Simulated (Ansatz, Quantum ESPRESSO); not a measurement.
# Predicting the next point of a tunnelling series: vacuum gaps between two Li(100) faces

**Set-up.** Quantum ESPRESSO 7.5 (pw.x, pwcond.x), LDA, GBRV ultrasoft; geometry as built. T is the transmission per spin at the Fermi level, averaged over the mesh across the current, in a cell of 11.83 Å². The series steps the width of the vacuum gap.

| width (Å) | T |
| --- | --- |
| 5 | 0.242 |
| 6 | 0.0887 |
| 7 | 0.0237 |
| 8 | 0.00492 |

To predict: What is T at 9 Å?

By hand: In the tunnelling regime ln T falls linearly. The last two rows give a slope of ln(0.0237/0.00492)/(8 − 7) = 1.572 per Å, so T(9) ≈ 0.00492 × exp(−1.572 × 1) = 0.00102.

What the calculation gave: T = 0.00092; the estimate is 1.11 times that. The slope over the last interval is 1.676: the same within 8 %. Points of the mesh with over 2.5 times the mean carry 80 % of this T, so the value leans on the mesh. A second code, Ansatz 0.2.0, gives 0.000935.

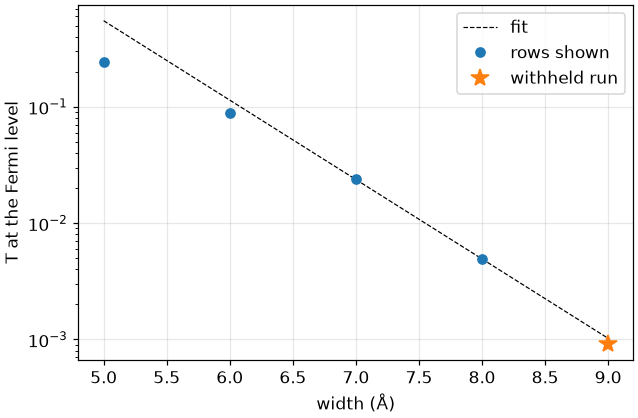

The rows shown, the fit and the withheld run.

**Limits.** Short leads, unrelaxed atoms, a barrier without the image potential and an untested mesh.
